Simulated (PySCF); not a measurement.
```xyz
15

C    -2.8098    0.1882    0.5319
C    -1.3838    0.0528    0.1344
C    -0.8705   -0.3185   -1.0699
C     0.5390   -0.3358   -1.0926
C     1.1150    0.0220    0.0919
Si    2.9194    0.1451    0.5629
Cl    3.9997   -0.3441   -1.0656
S    -0.1151    0.3904    1.2671
H    -3.4546   -0.1740   -0.2656
H    -3.0122   -0.3826    1.4375
H    -3.0541    1.2314    0.7342
H    -1.4816   -0.5726   -1.9181
H     1.1159   -0.6064   -1.9595
H     3.2547    1.5124    0.9569
H     3.2335   -0.8004    1.6326
```

Geometry: GFN2-xTB.

Theory: PySCF 2.14.0, PBE0/pcSseg-1, SCF density, gas phase, non-relativistic.

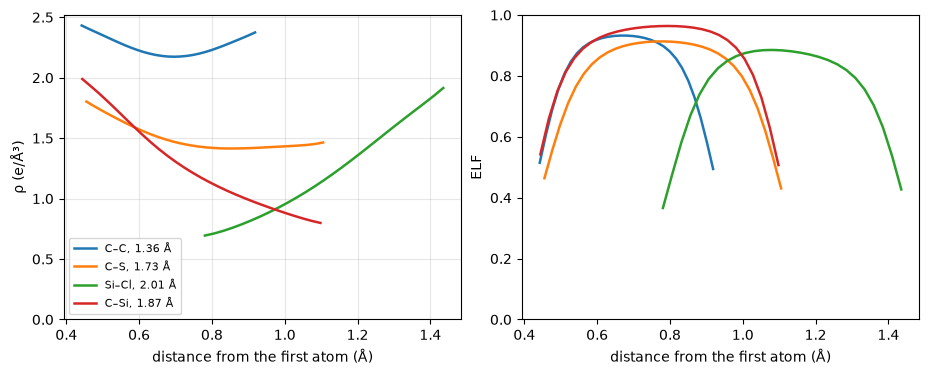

C₅H₇ClSSi. Total electron density and electron localisation function along straight lines between neighbouring atoms. The curves leave out the atomic cores.

Question: What kind of bonding do the profiles show?

Answer: C–C (1.36 Å): ρ at the midpoint is about 2.2 e/Å³; the ELF peaks at about 0.95 between the atoms: a covalent bond.
C–S (1.73 Å): ρ at the midpoint is about 1.4 e/Å³; the ELF peaks at about 0.90 between the atoms, as expected for localised, covalent bonding.
Si–Cl (2.01 Å): ρ is about 0.97 e/Å³ halfway; the ELF peaks at about 0.90 between the atoms, as expected for a polar covalent bond.
C–Si (1.87 Å): ρ is about 0.95 e/Å³ halfway; the ELF peaks at about 0.95 between the atoms (localised, covalent bonding).
